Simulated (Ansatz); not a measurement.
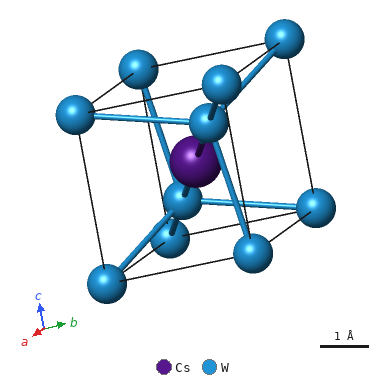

This ball-and-stick model is shown slightly off an axis. One simulation cell is framed, with atoms on its boundary repeated.

Input for the calculation:
```yaml
crystal:
  lattice:
    - [0.0, 3.3570578658, 3.3570578658]
    - [3.3570578658, 0.0, 3.3570578658]
    - [3.3570578658, 3.3570578658, 0.0]
  atoms:
    - { symbol: Cs, position: [0.5, 0.5, 0.5] }
    - { symbol: W, position: [0.25, 0.25, 0.25] }
    - { symbol: W, position: [0.75, 0.75, 0.75] }
    - { symbol: W, position: [0.0, 0.0, 0.0] }
basis:
  ecutwfc: 420
kpoints:
  mp_grid: { grid: [12, 12, 12] }
  band_path:
    path:
      - [[0.0, 0.0, 0.0], [0.5, 0.0, 0.5], [0.625, 0.25, 0.625]]
      - [[0.375, 0.375, 0.75], [0.0, 0.0, 0.0], [0.5, 0.5, 0.5], [0.5, 0.25, 0.75], [0.5, 0.0, 0.5]]
    npoints: 14
hamiltonian:
  xc: pbe
scf:
  occupations: { method: gaussian, width: 0.1 }
  n_extra_bands: 10
output:
  forces: true
  stress: true
  eigenvalues: true
  populations: true
  dos: { projected: true, de: 0.02, nscf_kmesh: { grid: [15, 15, 15] } }
  bader: true
  write_density: true
  write_potential: true
  elf: true
  volumetric_format: npy
```
Run as:
```sh
ansatz run input.yaml --threads 1 --pin off --max-ram 2048MiB --backend cpu --events-out ev --progress --plain --runs-dir out
```

The calculation used DFT PBE, scalar-relativistic, plane waves, PAW in Ansatz 0.2.0, with a plane-wave cutoff of 420 eV, a 12×12×12 grid in reciprocal space, Gaussian smearing of 0.1 eV, no spin polarisation.

List the Bader charges.

Cs +0.11 e; W -0.05 to -0.01 e. Little charge moves, as in a metallic or covalent solid.

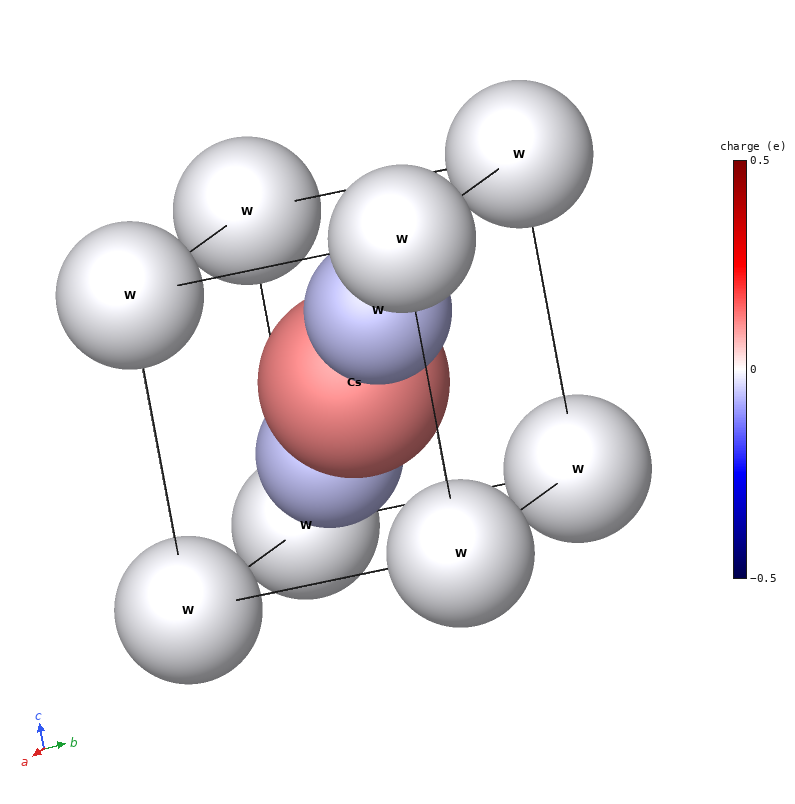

The atoms coloured by those charges.

The initial geometry was a random cell made by a generator, so it need not be a real form of the compound. Earlier steps of the study may have refined or changed the cell and positions. An electronic-structure calculation with Ansatz was run on it.
